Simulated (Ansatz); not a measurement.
# Calculations on AlH3O and related structures

**1. Relaxation**

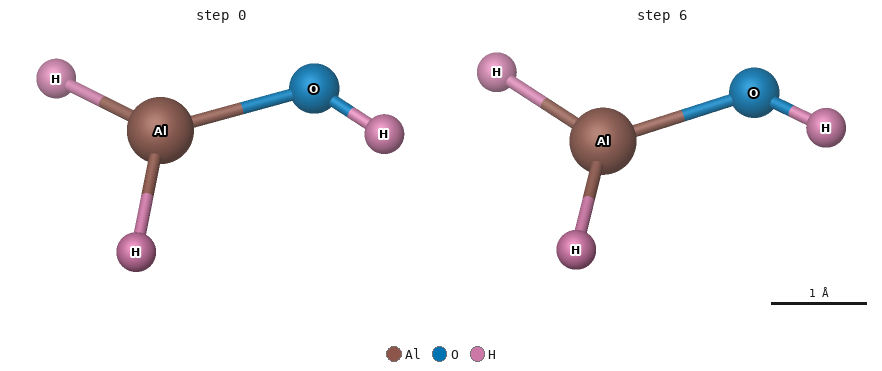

The structure of AlH3O before (left) and after (right) a relaxation, at one scale.

A ball-and-stick model, seen from a free direction.

It is one of the separated reactants of a reaction.

Theory: RKS PBE0-D4/def2-TZVP in Ansatz 0.2.0. Set-up: force threshold 0.005 eV/Å; at most 200 steps.

What changed between the two?

After 6 geometry steps the energy has fallen by 2.31 kcal/mol. The largest force component goes from 0.76 to 0.0017 eV/Å. The largest move after the best rigid fit is that of the Al atom, 0.16 Å. By element the largest moves are Al 0.16 Å, H 0.09 Å, O 0.06 Å. Among the contacts that change: Al–O 1.718 → 1.696 Å, Al–H 1.588 → 1.577 Å. Bond angles that change, for instance: H–Al–H 122.2° → 124.4°, Al–O–H 121.2° → 123.3°.

**2. Relaxation**

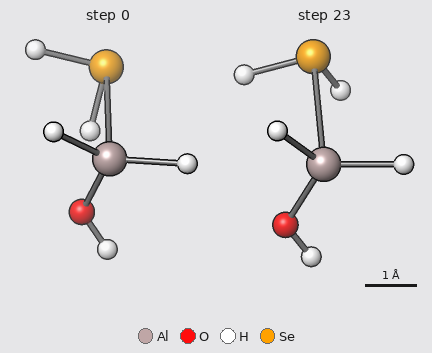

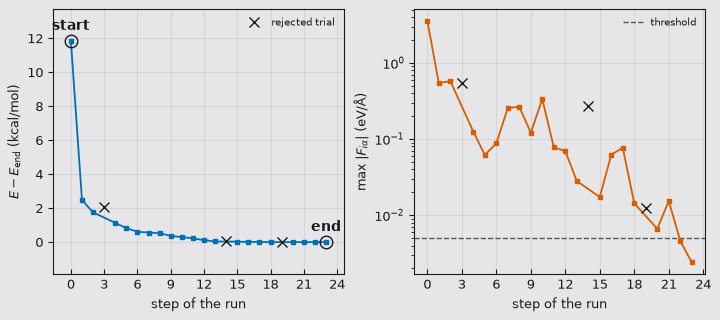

First and last geometry of a relaxation of AlH5SeO (started from a transition state, displaced along its imaginary mode), with the history of the run. The picture is a ball-and-stick view, seen from a free direction.

These are results of RKS PBE0-D4/def2-TZVP in Ansatz, not measurements. (force threshold 0.005 eV/Å; at most 200 steps)

**Did the run converge, and what did it change?**

It converged. The atom that moves furthest after the best rigid fit is an H atom (1.21 Å). By element the largest moves are H 1.21 Å, O 0.50 Å, Se 0.46 Å, Al 0.13 Å. Near-neighbour distances that change, for instance: H–Se 1.332 → 1.469 Å, Al–Se 2.699 → 2.723 Å, Al–O 1.736 → 1.718 Å, H–O 0.940 → 0.955 Å. Among the angles between lasting bonds that change: Al–Se–H 59.0° → 96.3°, O–Al–Se 82.4° → 99.9°, H–Al–Se 102.8° → 93.3°. Groups turn about Al–Se by about 45°. After 20 accepted moves (23 points after the start) the energy has fallen by 11.8 kcal/mol. Largest force component: 3.6 eV/Å at the start, 0.0024 eV/Å at the end. The line search rejected the trial steps at points 3, 14, 19 of the run.

**3. Reaction**

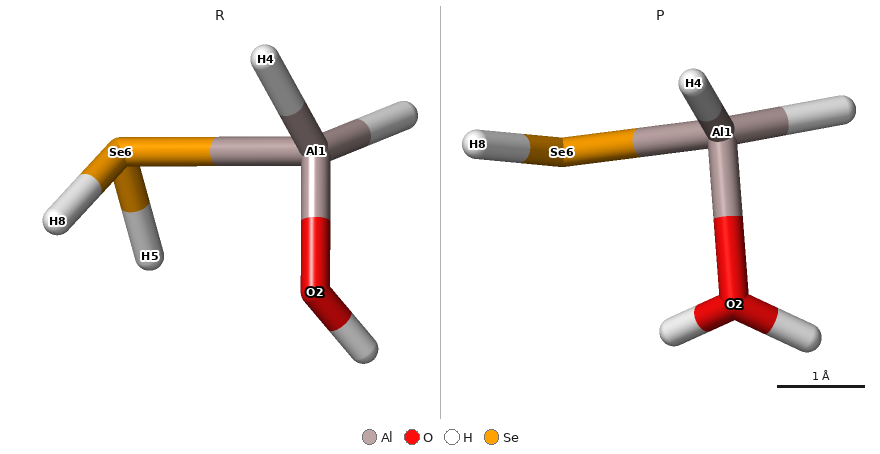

Reactant (R) and product (P) of one elementary step of AlH$_{5}$SeO. Style: stick. Shown from a free direction.

Stationary points at PBE0-D4/def2-TZVP, single-point energies with wB97X-V, CCSD(T)/CBS, PBE-QIDH (def2-TZVPP where no basis is named; Ansatz 0.2.0). The energies are electronic, without zero-point or thermal terms, and both ends are the minima reached downhill from the saddle, with any fragments still in contact. CCSD(T)/CBS stands for a frozen-core estimate: MP2 correlation extrapolated from def2-TZVPP and def2-QZVPP, CCSD(T) minus MP2 from the smaller set.

R:
```xyz
8

Al   -0.3004    0.8924   -0.5026
O     1.2718    0.4102   -0.9985
H    -1.5458    0.4761   -1.4075
H    -0.3508    2.1344    0.4860
H    -0.3715   -2.1022    0.7141
Se   -0.7385   -0.9109    1.4906
H     1.4012   -0.1307   -1.7752
H     0.6342   -0.7694    1.9931
```

P:
```xyz
8

Al   -0.5738    0.6616   -0.0827
O     1.0657   -0.1962   -0.8676
H    -1.5236    0.5918   -1.3571
H    -0.0464    2.0214    0.5311
H     1.0950   -1.0295   -0.3634
Se   -0.9145   -1.1368    1.4493
H     1.0037   -0.4159   -1.8046
H    -0.1060   -0.4965    2.4949
```

> What is the transition state like, and how high is the barrier?

From R over the saddle to P, a bond forms: O2–H5 (3.46 → 1.46 → 0.97 Å). A bond breaks: H5–Se6 (1.47 → 1.62 → 2.71 Å). Bonds that stay but change much: Al1–O2 (1.72 → 1.80 → 2.01 Å), Al1–Se6 (2.72 → 2.61 → 2.39 Å). The saddle has one imaginary mode, 649i cm⁻¹. With wB97X-V the barrier is 8.2 kcal/mol from R and 16.2 kcal/mol from P, and P lies 8.0 kcal/mol below R.

```csv
level,barrier from R (kcal/mol),barrier from P (kcal/mol),P less R (kcal/mol)
wB97X-V,8.2,16.2,−8.0
CCSD(T)/CBS,7.7,16.1,−8.4
PBE-QIDH,6.6,16.5,−9.9
```

Against CCSD(T)/CBS, wB97X-V comes closest on the barrier from R (+0.5 kcal/mol) and PBE-QIDH misses most (−1.1 kcal/mol).

Saddle geometry:

```xyz
8

Al   -0.4438    0.7866   -0.3462
O     1.0301   -0.1356   -0.8215
H    -1.6268    0.6629   -1.3962
H    -0.1568    2.0687    0.5340
H     0.5121   -1.0798    0.1646
Se   -0.6554   -1.2478    1.2785
H     1.1650   -0.4488   -1.7182
H     0.1758   -0.6064    2.3050
```

The saddle point in the same view, with dashed sticks for the bonds that form or break:

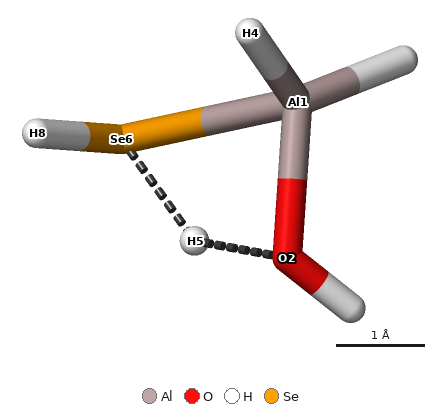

**4. Path**

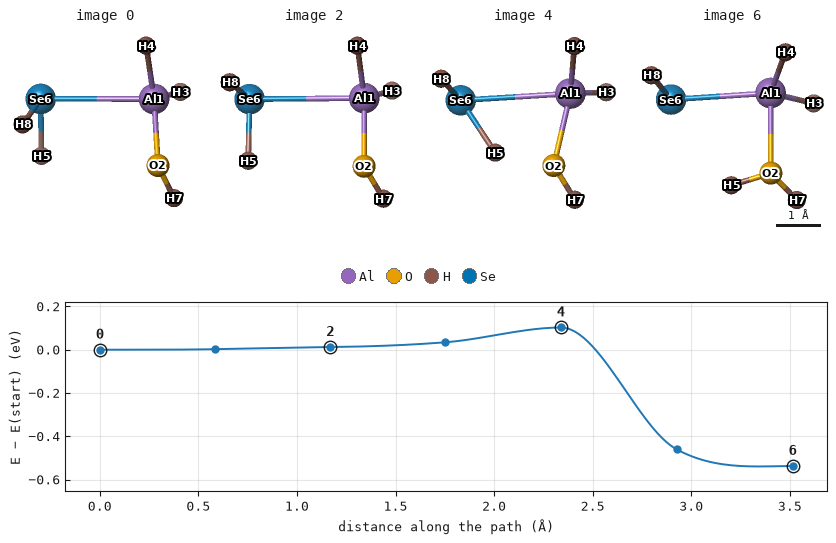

A search for the minimum-energy path of AlH5SeO by the nudged elastic band. Images are numbered from 0 (start) to 6 (end). Style: ball-and-stick. Shown at a tilt.

These are results of RKS PBE0-D4/def2-SVP in Ansatz 0.2.0, not measurements. Set-up: 5 movable images; climbing image.

Read off the barrier and say what moves.

Answer. The highest point, image 4, lies 0.10 eV above the start and 0.64 eV above the end; the end is at −0.54 eV relative to the start. A hydrogen atom shifts from one atom to another. Breaking: H5–Se6 (1.47 → 1.60 at the top → 2.71 Å). Forming: O2–H5 (3.46 → 1.51 at the top → 0.97 Å). The band converged in 13 iterations. The largest component of the band force went from 2.6 to 0.017 eV/Å. The climbing image converged on the top of the path. Its curvatures weren't checked. The largest force component is 0.19 eV/Å at the start and 0.19 eV/Å at the end; an end with forces this large is no minimum, and the barrier measured from it can be far off.
